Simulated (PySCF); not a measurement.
# CCSD(T)/6-311G(d,p) run of SF2 (sulfur difluoride)

What is the vertical singlet–triplet gap of SF2 (sulfur difluoride) at CCSD(T)/6-311G**? 

Program for the calculation: PySCF 2.14.0.

### 1 The structure to begin with

The species is SF2 (3 atoms), meant as a singlet with charge 0. As SMILES, `FSF`. Geometry: relaxed at GFN2-xTB.

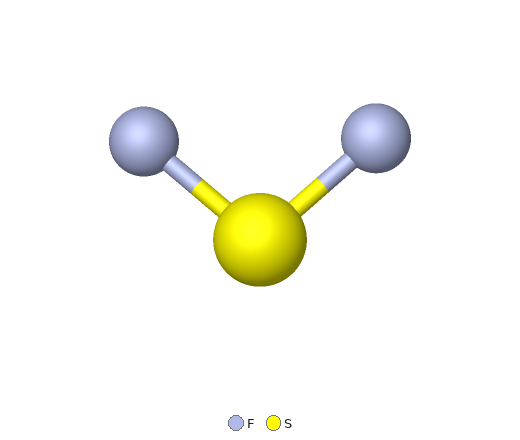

The structure, seen from a chosen angle (fluorine light blue, sulfur yellow).

### 2 A single-point energy at CCSD(T)/6-311G(d,p)

Input file input.py:

```python
from pyscf import gto, cc

system = gto.M(
    atom=[
    ('F', (0.454740, 1.131520, 0.375070)),
    ('S', (-0.626960, 0.131720, -0.328340)),
    ('F', (0.172220, -1.263230, -0.046730)),
],
    verbose=3,
    max_memory=1860,
    spin=0,
    charge=0,
    basis='6-311g**',
)

hf = system.RHF()
hf.conv_tol = 1e-10
hf.kernel()
if not hf.converged:
    hf = hf.newton().run(hf.mo_coeff, hf.mo_occ)

mycc = cc.CCSD(hf, frozen=7)
mycc.kernel()
e_t = mycc.ccsd_t()
e_final = mycc.e_tot + e_t
print('E = %.10f Eh' % e_final)
```

Run with:

```bash
OMP_NUM_THREADS=1 python input.py
```

Log:

```text
converged SCF energy = -596.377397865155
E(CCSD) = -596.9304035828558  E_corr = -0.5530057177003213
CCSD(T) correction = -0.0150819571905783
E = -596.9454855400 Eh
```

Run time: 5.1 s. Hardware: 1 thread of Arm Neoverse V2, shared host; peak memory 0.2 GiB.

### 3 The triplet, same level

Input file run.py:

```python
from pyscf import gto, scf, cc

molecule = gto.Mole()
molecule.atom = [
    ('F', (0.454740, 1.131520, 0.375070)),
    ('S', (-0.626960, 0.131720, -0.328340)),
    ('F', (0.172220, -1.263230, -0.046730)),
]
molecule.verbose = 4
molecule.max_memory = 1860
molecule.spin = 2
molecule.basis = '6-311g**'
molecule.build()

mf = scf.UHF(molecule)
mf.conv_tol = 1e-10
mf.kernel()
if not mf.converged:
    mf = mf.newton().run(mf.mo_coeff, mf.mo_occ)

mycc = cc.CCSD(mf, frozen=7)
mycc.kernel()
e_t = mycc.ccsd_t()
energy = mycc.e_tot + e_t
print('Final energy', energy)
```

Run with:

```bash
OMP_NUM_THREADS=1 python run.py
```

Log:

```text
PySCF version 2.14.0

[INPUT] num. atoms = 3
[INPUT] num. electrons = 34
[INPUT] charge = 0
[INPUT] spin (= nelec alpha-beta = 2S) = 2
[INPUT] symmetry False subgroup None
[INPUT] Mole.unit = angstrom
[INPUT] Symbol           X                Y                Z      unit          X                Y                Z       unit  Magmom
[INPUT]  1 F      0.454740000000   1.131520000000   0.375070000000 AA    0.859334057885   2.138262904468   0.708779577541 Bohr   0.0
[INPUT]  2 S     -0.626960000000   0.131720000000  -0.328340000000 AA   -1.184782691057   0.248914725128  -0.620472675740 Bohr   0.0
[INPUT]  3 F      0.172220000000  -1.263230000000  -0.046730000000 AA    0.325448633173  -2.387158732334  -0.088306901801 Bohr   0.0

nuclear repulsion = 110.880898180369
number of shells = 28
number of NR pGTOs = 107
number of NR cGTOs = 62
basis = 6-311g**
ecp = {}

******** <class 'pyscf.scf.uhf.UHF'> ********
method = UHF
initial guess = minao
damping factor = 0
level_shift factor = 0
DIIS = <class 'pyscf.scf.diis.CDIIS'>
diis_start_cycle = 1
diis_space = 8
diis_damp = 0
SCF conv_tol = 1e-10
SCF conv_tol_grad = None
SCF max_cycles = 50
direct_scf = True
direct_scf_tol = 1e-13
number electrons alpha = 18  beta = 16
Set gradient conv threshold to 1e-05
init E= -596.464392773186
[... the frontier-level lines of each cycle are left out ...]


[... 54 lines left out ...]
Extra cycle  E= -596.287815106765  delta_E= -1.64e-11  |g|= 2.17e-06  |ddm|= 6.12e-06
converged SCF energy = -596.287815106765  <S^2> = 2.0306635  2S+1 = 3.0203731

******** <class 'pyscf.cc.uccsd.UCCSD'> ********
CC2 = 0
CCSD nocc = (np.int64(11), np.int64(9)), nmo = (55, 55)
frozen orbitals 7
max_cycle = 50
direct = 0
conv_tol = 1e-07
conv_tol_normt = 1e-06
diis_space = 6
diis_start_cycle = 0
diis_start_energy_diff = 1e+09
Init t2, MP2 energy = -0.533384195013995
Init E_corr(UCCSD) = -0.533384195019393
cycle = 1  E_corr(UCCSD) = -0.523257864170015  dE = 0.0101263308  norm(t1,t2) = 0.107897
cycle = 2  E_corr(UCCSD) = -0.541147448210134  dE = -0.017889584  norm(t1,t2) = 0.0360855
cycle = 3  E_corr(UCCSD) = -0.540513665844308  dE = 0.000633782366  norm(t1,t2) = 0.026825
cycle = 4  E_corr(UCCSD) = -0.543625288592943  dE = -0.00311162275  norm(t1,t2) = 0.0133543
cycle = 5  E_corr(UCCSD) = -0.543793667896837  dE = -0.000168379304  norm(t1,t2) = 0.00400614
cycle = 6  E_corr(UCCSD) = -0.543510269492801  dE = 0.000283398404  norm(t1,t2) = 0.00143083
cycle = 7  E_corr(UCCSD) = -0.543510604358515  dE = -3.34865714e-07  norm(t1,t2) = 0.000431015
cycle = 8  E_corr(UCCSD) = -0.543544219777478  dE = -3.3615419e-05  norm(t1,t2) = 0.000171749
cycle = 9  E_corr(UCCSD) = -0.54354133947772  dE = 2.88029976e-06  norm(t1,t2) = 6.49242e-05
cycle = 10  E_corr(UCCSD) = -0.543541110240108  dE = 2.29237612e-07  norm(t1,t2) = 2.8794e-05
cycle = 11  E_corr(UCCSD) = -0.543540847642495  dE = 2.62597613e-07  norm(t1,t2) = 1.1544e-05
cycle = 12  E_corr(UCCSD) = -0.54354053978073  dE = 3.07861765e-07  norm(t1,t2) = 6.80066e-06
cycle = 13  E_corr(UCCSD) = -0.543540423196509  dE = 1.1658422e-07  norm(t1,t2) = 4.85906e-06
cycle = 14  E_corr(UCCSD) = -0.543540421489595  dE = 1.70691439e-09  norm(t1,t2) = 3.91293e-06
cycle = 15  E_corr(UCCSD) = -0.543540354451781  dE = 6.70378134e-08  norm(t1,t2) = 3.04997e-06
cycle = 16  E_corr(UCCSD) = -0.543540419768703  dE = -6.53169216e-08  norm(t1,t2) = 1.92846e-06
cycle = 17  E_corr(UCCSD) = -0.543540404555167  dE = 1.52135359e-08  norm(t1,t2) = 1.04544e-06
cycle = 18  E_corr(UCCSD) = -0.543540417665719  dE = -1.3110552e-08  norm(t1,t2) = 4.17573e-07
UCCSD converged
E(UCCSD) = -596.8313555244305  E_corr = -0.543540417665719
UCCSD(T) correction = -0.0160082419942896
Final energy -596.8473637664248
```

Run time: 29 s. Hardware: 1 thread of Arm Neoverse V2, shared host; peak memory 0.49 GiB.

### 4 Outcome

At CCSD(T)/6-311G**, 7 core orbitals frozen:

```
                                                           quantity          value
                                              singlet: total energy  -596.94549 Eh
                      singlet: dipole moment (Hartree–Fock density)         2.22 D
                       singlet: HOMO energy (Hartree–Fock orbitals)      -11.25 eV
                       singlet: LUMO energy (Hartree–Fock orbitals)        1.79 eV
                     singlet: HOMO–LUMO gap (Hartree–Fock orbitals)       13.04 eV
               singlet: correlation energy (7 core orbitals frozen)     -568.1 mEh
                                            singlet: (T) correction     -15.08 mEh
                                             singlet: T1 diagnostic          0.014
                                              triplet: total energy  -596.84736 Eh
                      triplet: dipole moment (Hartree–Fock density)         2.01 D
triplet: HOMO energy (Hartree–Fock orbitals) (highest over α and β)       -8.68 eV
 triplet: LUMO energy (Hartree–Fock orbitals) (lowest over α and β)       -0.35 eV
               triplet: correlation energy (7 core orbitals frozen)     -559.5 mEh
                                            triplet: (T) correction     -16.01 mEh
                         triplet: ⟨S²⟩ of the reference determinant          2.031
                                             triplet: T1 diagnostic          0.022
                   vertical energy of the triplet above the singlet       2.670 eV
```

What this shows: At this shape the triplet lies 2.67 eV (258 kJ/mol) above the singlet. The triples (singlet) make up 2.7 % of the correlation energy. Mulliken charges (triplet) of the mean-field density run from -0.41 on F1 to +0.82 on S2. The triples (triplet) make up 2.9 % of the correlation energy.
